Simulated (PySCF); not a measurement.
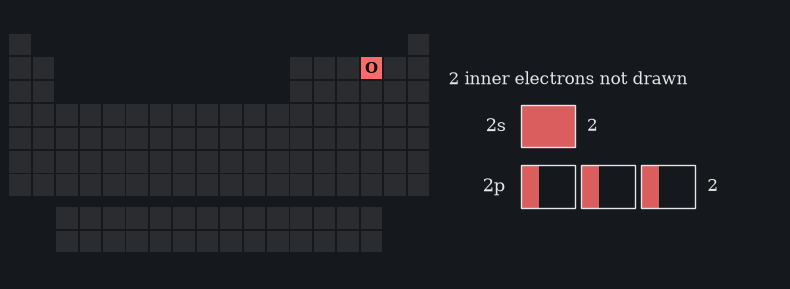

**Figure 1.** Left, the place of oxygen in the periodic table; right, the outer shells of the nominal configuration: a box for each of the 2l + 1 orbitals, shaded by the share of the shell that is filled, with the electron count at the right.

# O²⁺: atomic calculation

- system: O²⁺, configuration 1s2 2s2 2p2, multiplicity 3.
- method: unrestricted TPSS, def2-SVP, non-relativistic, point nucleus (PySCF)

## Input file
```python
from pyscf import gto, scf, dft, mp, cc
import basis_set_exchange as bse
mol = gto.M(atom="O 0 0 0", charge=2, spin=2, symmetry="D2h",
            basis=gto.basis.parse(bse.get_basis("def2-SVP", elements=["O"], fmt="nwchem", header=False)))
mf = dft.UKS(mol, xc="TPSS")
mf.irrep_nelec = {'Ag': (2, 2), 'B1u': (1, 0), 'B2u': (1, 0)}
mf.kernel()
```

The script is an equivalent of what the driver set up; the driver computed the properties (radii, ⟨L²⟩, response) afterwards. It also set what the script leaves out: max_cycle = 50, level_shift = 10.0, guess = minao. It held the occupations shell by shell, which the script's counts by irreducible representation don't always enforce.

Launched within a batch (the task file carries these settings):
```bash
OMP_NUM_THREADS=1 python <driver script> TASK.json OUT
```

## The program's output (extracts)
```
damping factor = 0
level_shift factor = 10.0
DIIS = <class 'pyscf.scf.diis.CDIIS'>
diis_start_cycle = 1
diis_space = 10
diis_damp = 0
SCF conv_tol = 1e-09
SCF conv_tol_grad = None
number electrons alpha = 4  beta = 2
irrep_nelec {'Ag': (2, 2), 'B1g': (0, 0), 'B2g': (0, 0), 'B3g': (0, 0), 'B1u': (1, 0), 'B2u': (1, 0), 'B3u': (0, 0)}
XC functionals = TPSS
    J. Tao, J. P. Perdew, V. N. Staroverov, and G. E. Scuseria.,  Phys. Rev. Lett. 91, 146401 (2003)
    J. P. Perdew, J. Tao, V. N. Staroverov, and G. E. Scuseria.,  J. Chem. Phys. 120, 6898 (2004)
    J. Tao, J. P. Perdew, V. N. Staroverov, and G. E. Scuseria.,  Phys. Rev. Lett. 91, 146401 (2003)
    J. P. Perdew, J. Tao, V. N. Staroverov, and G. E. Scuseria.,  J. Chem. Phys. 120, 6898 (2004)
alpha HOMO (B1u) = 3.02384868173021  LUMO (B2u) = 3.0238486817302

WARN: HOMO 3.02384868173021 >= LUMO 3.0238486817302

cycle= 1 E= -72.9536725944679  delta_E= 1.96  |g|= 0.724  |ddm|= 0.959
alpha HOMO (B2u) = -1.82709817274799  LUMO (B3u) = 8.13724508488096
  HOMO = -1.82709817275  LUMO = 8.13724508488  gap/eV = 271.14359
cycle= 2 E= -73.0353885889849  delta_E= -0.0817  |g|= 0.588  |ddm|= 0.134
alpha HOMO (B2u) = -1.63473312269045  LUMO (B3u) = 8.38525747334538
  HOMO = -1.63473312269  LUMO = 8.38525747335  gap/eV = 272.65783
cycle= 3 E= -73.0778266412484  delta_E= -0.0424  |g|= 0.505  |ddm|= 0.0809
alpha HOMO (B2u) = -1.64061821002328  LUMO (B3u) = 8.39116741398606
  HOMO = -1.64061821002  LUMO = 8.39116741399  gap/eV = 272.97879
cycle= 4 E= -73.1089979416164  delta_E= -0.0312  |g|= 0.434  |ddm|= 0.0698
alpha HOMO (B2u) = -1.65153244342123  LUMO (B3u) = 8.3875960296098
  HOMO = -1.65153244342  LUMO = 8.38759602961  gap/eV = 273.17860
cycle= 5 E= -73.1321364235072  delta_E= -0.0231  |g|= 0.372  |ddm|= 0.0606
alpha HOMO (B1u) = -1.65907478342906  LUMO (B3u) = 8.38256307690136
  HOMO = -1.65907478343  LUMO = 8.3825630769  gap/eV = 273.24688
cycle= 6 E= -73.1491708372644  delta_E= -0.017  |g|= 0.32  |ddm|= 0.0521
alpha HOMO (B1u) = -1.66427078975012  LUMO (B3u) = 8.38190110526258
  HOMO = -1.66427078975  LUMO = 8.38190110526  gap/eV = 273.37026
cycle= 7 E= -73.1618189066663  delta_E= -0.0126  |g|= 0.275  |ddm|= 0.045
alpha HOMO (B2u) = -1.66743471325328  LUMO (B3u) = 8.38238739331079
  HOMO = -1.66743471325  LUMO = 8.38238739331  gap/eV = 273.46959
cycle= 8 E= -73.1711951088432  delta_E= -0.00938  |g|= 0.237  |ddm|= 0.0388
alpha HOMO (B1u) = -1.66965962262545  LUMO (B3u) = 8.38279834210098
  HOMO = -1.66965962263  LUMO = 8.3827983421  gap/eV = 273.54131
cycle= 9 E= -73.1781579338494  delta_E= -0.00696  |g|= 0.204  |ddm|= 0.0334
alpha HOMO (B2u) = -1.6714857221661  LUMO (B3u) = 8.38292262004847
  HOMO = -1.67148572217  LUMO = 8.38292262005  gap/eV = 273.59439
cycle= 10 E= -73.1833373738008  delta_E= -0.00518  |g|= 0.175  |ddm|= 0.0288
alpha HOMO (B2u) = -1.67174250746105  LUMO (B3u) = 8.38438761676662
  HOMO = -1.67174250746  LUMO = 8.38438761677  gap/eV = 273.64124
cycle= 11 E= -73.1871850870306  delta_E= -0.00385  |g|= 0.151  |ddm|= 0.0247
alpha HOMO (B2u) = -1.67352912367966  LUMO (B3u) = 8.3835849074311
  HOMO = -1.67352912368  LUMO = 8.38358490743  gap/eV = 273.66801
cycle= 12 E= -73.1900515650442  delta_E= -0.00287  |g|= 0.13  |ddm|= 0.0213
alpha HOMO (B1u) = -1.67405879767153  LUMO (B3u) = 8.38389416606587
  HOMO = -1.67405879767  LUMO = 8.38389416607  gap/eV = 273.69084
cycle= 13 E= -73.1921945348249  delta_E= -0.00214  |g|= 0.112  |ddm|= 0.0184
alpha HOMO (B1u) = -1.67470768627303  LUMO (B3u) = 8.38386902079503
  HOMO = -1.67470768627  LUMO = 8.3838690208  gap/eV = 273.70781
cycle= 14 E= -73.1937927400917  delta_E= -0.0016  |g|= 0.0968  |ddm|= 0.0158
alpha HOMO (B2u) = -1.67508178138816  LUMO (B3u) = 8.3839829600505
  HOMO = -1.67508178139  LUMO = 8.38398296005  gap/eV = 273.72109
cycle= 15 E= -73.1949860266456  delta_E= -0.00119  |g|= 0.0835  |ddm|= 0.0136
alpha HOMO (B2u) = -1.67552116228741  LUMO (B3u) = 8.38387905090326
  HOMO = -1.67552116229  LUMO = 8.3838790509  gap/eV = 273.73022
cycle= 16 E= -73.1958774868401  delta_E= -0.000891  |g|= 0.0721  |ddm|= 0.0117
alpha HOMO (B1u) = -1.6757901835589  LUMO (B3u) = 8.3838836222417
  HOMO = -1.67579018356  LUMO = 8.38388362224  gap/eV = 273.73767
cycle= 17 E= -73.1965434189899  delta_E= -0.000666  |g|= 0.0623  |ddm|= 0.0101
alpha HOMO (B2u) = -1.67601468461706  LUMO (B3u) = 8.38386026142642
  HOMO = -1.67601468462  LUMO = 8.38386026143  gap/eV = 273.74314
cycle= 18 E= -73.1970412862439  delta_E= -0.000498  |g|= 0.0538  |ddm|= 0.00872
alpha HOMO (B2u) = -1.67615482023836  LUMO (B3u) = 8.3838751048647
  HOMO = -1.67615482024  LUMO = 8.38387510486  gap/eV = 273.74736
cycle= 19 E= -73.1974137688093  delta_E= -0.000372  |g|= 0.0465  |ddm|= 0.00751
alpha HOMO (B2u) = -1.67628444458664  LUMO (B3u) = 8.38385971273975
  HOMO = -1.67628444459  LUMO = 8.38385971274  gap/eV = 273.75047
cycle= 20 E= -73.1976925226706  delta_E= -0.000279  |g|= 0.0402  |ddm|= 0.00648
alpha HOMO (B1u) = -1.67637080690259  LUMO (B3u) = 8.38386218782215
  HOMO = -1.6763708069  LUMO = 8.38386218782  gap/eV = 273.75288
cycle= 21 E= -73.1979012548454  delta_E= -0.000209  |g|= 0.0347  |ddm|= 0.00559
alpha HOMO (B1u) = -1.67643804738286  LUMO (B3u) = 8.38386177704014
  HOMO = -1.67643804738  LUMO = 8.38386177704  gap/eV = 273.75470
cycle= 22 E= -73.1980576256931  delta_E= -0.000156  |g|= 0.03  |ddm|= 0.00482
alpha HOMO (B1u) = -1.67648821379067  LUMO (B3u) = 8.38386217695041
  HOMO = -1.67648821379  LUMO = 8.38386217695  gap/eV = 273.75608
cycle= 23 E= -73.1981748291233  delta_E= -0.000117  |g|= 0.026  |ddm|= 0.00416
alpha HOMO (B2u) = -1.67652644899084  LUMO (B3u) = 8.38386184333272
  HOMO = -1.67652644899  LUMO = 8.38386184333  gap/eV = 273.75711
cycle= 24 E= -73.1982627098673  delta_E= -8.79e-05  |g|= 0.0225  |ddm|= 0.00359
alpha HOMO (B1u) = -1.67655339113765  LUMO (B3u) = 8.38386370613262
  HOMO = -1.67655339114  LUMO = 8.38386370613  gap/eV = 273.75789
cycle= 25 E= -73.1983286347126  delta_E= -6.59e-05  |g|= 0.0195  |ddm|= 0.0031
alpha HOMO (B1u) = -1.67657482855648  LUMO (B3u) = 8.38386406210259
  HOMO = -1.67657482856  LUMO = 8.3838640621  gap/eV = 273.75849
cycle= 26 E= -73.1983781096171  delta_E= -4.95e-05  |g|= 0.0168  |ddm|= 0.00268
alpha HOMO (B1u) = -1.67659126309486  LUMO (B3u) = 8.38386412103622
  HOMO = -1.67659126309  LUMO = 8.38386412104  gap/eV = 273.75893
cycle= 27 E= -73.1984152529987  delta_E= -3.71e-05  |g|= 0.0146  |ddm|= 0.00231
alpha HOMO (B1u) = -1.67660356403223  LUMO (B3u) = 8.38386430524421
  HOMO = -1.67660356403  LUMO = 8.38386430524  gap/eV = 273.75927
cycle= 28 E= -73.1984431465149  delta_E= -2.79e-05  |g|= 0.0126  |ddm|= 0.002
alpha HOMO (B1u) = -1.67661311713957  LUMO (B3u) = 8.38386416986929
  HOMO = -1.67661311714  LUMO = 8.38386416987  gap/eV = 273.75953
cycle= 29 E= -73.1984641010742  delta_E= -2.1e-05  |g|= 0.0109  |ddm|= 0.00173
alpha HOMO (B1u) = -1.67662025326853  LUMO (B3u) = 8.38386412306278
  HOMO = -1.67662025327  LUMO = 8.38386412306  gap/eV = 273.75972
cycle= 30 E= -73.1984798472935  delta_E= -1.57e-05  |g|= 0.00948  |ddm|= 0.00149
alpha HOMO (B2u) = -1.67662610811025  LUMO (B3u) = 8.38386363377934
  HOMO = -1.67662610811  LUMO = 8.38386363378  gap/eV = 273.75987
cycle= 31 E= -73.1984916825473  delta_E= -1.18e-05  |g|= 0.00821  |ddm|= 0.00129
alpha HOMO (B2u) = -1.67663015202423  LUMO (B3u) = 8.38386362324391
  HOMO = -1.67663015202  LUMO = 8.38386362324  gap/eV = 273.75998
cycle= 32 E= -73.1985005810257  delta_E= -8.9e-06  |g|= 0.00712  |ddm|= 0.00112
alpha HOMO (B1u) = -1.67663315106979  LUMO (B3u) = 8.3838635715838
  HOMO = -1.67663315107  LUMO = 8.38386357158  gap/eV = 273.76006
cycle= 33 E= -73.1985072727788  delta_E= -6.69e-06  |g|= 0.00617  |ddm|= 0.000967
alpha HOMO (B2u) = -1.6766354096497  LUMO (B3u) = 8.38386372174622
  HOMO = -1.67663540965  LUMO = 8.38386372175  gap/eV = 273.76013
cycle= 34 E= -73.1985123066272  delta_E= -5.03e-06  |g|= 0.00535  |ddm|= 0.000837
alpha HOMO (B2u) = -1.67663713364707  LUMO (B3u) = 8.38386373281594
  HOMO = -1.67663713365  LUMO = 8.38386373282  gap/eV = 273.76017
cycle= 35 E= -73.1985160941039  delta_E= -3.79e-06  |g|= 0.00464  |ddm|= 0.000725
alpha HOMO (B1u) = -1.67663850365274  LUMO (B3u) = 8.38386365900251
  HOMO = -1.67663850365  LUMO = 8.383863659  gap/eV = 273.76021
cycle= 36 E= -73.1985189444196  delta_E= -2.85e-06  |g|= 0.00402  |ddm|= 0.000628
alpha HOMO (B1u) = -1.67663959233286  LUMO (B3u) = 8.38386353924218
  HOMO = -1.67663959233  LUMO = 8.38386353924  gap/eV = 273.76023
cycle= 37 E= -73.1985210898924  delta_E= -2.15e-06  |g|= 0.00349  |ddm|= 0.000544
alpha HOMO (B1u) = -1.6766404199459  LUMO (B3u) = 8.38386343283864
  HOMO = -1.67664041995  LUMO = 8.38386343284  gap/eV = 273.76025
cycle= 38 E= -73.1985227051219  delta_E= -1.62e-06  |g|= 0.00302  |ddm|= 0.000471
alpha HOMO (B1u) = -1.67664102465604  LUMO (B3u) = 8.38386337196924
  HOMO = -1.67664102466  LUMO = 8.38386337197  gap/eV = 273.76027
cycle= 39 E= -73.1985239213645  delta_E= -1.22e-06  |g|= 0.00262  |ddm|= 0.0
```

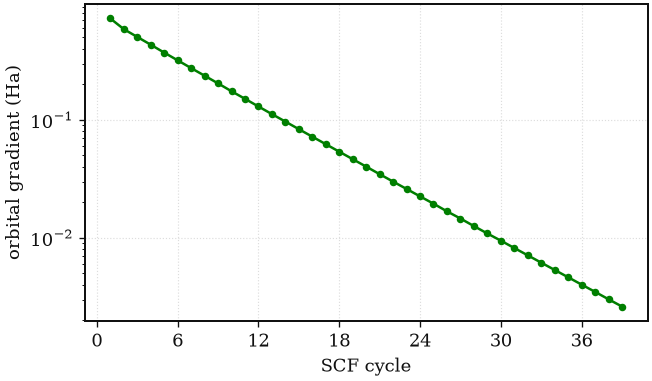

**Figure 2.** Convergence: orbital gradient against the SCF cycle. The residual is still falling at the last step (down to 2.6 × 10⁻³), so the run was stopped before it reached the threshold. It goes from 0.72 to 0.0026 in 39 steps.

## What the run reported

| quantity | value |
| --- | --- |
| outcome | not converged |
| total energy | −73.198527 hartree |
| kinetic energy | 73.001128 hartree |
| ⟨S²⟩ | 2.002 |
| ⟨L²⟩ | 2.00 |
| SCF iterations | 50 |
| hardware | 1 thread of AMD EPYC, 15 GiB of memory available, shared host |
| wall time | 0.51 s |

## Diagnosis

The run did not meet its convergence test in 50 iterations, so its last values are not results. Caveats: level shift left on, which raises the virtual orbital energies.
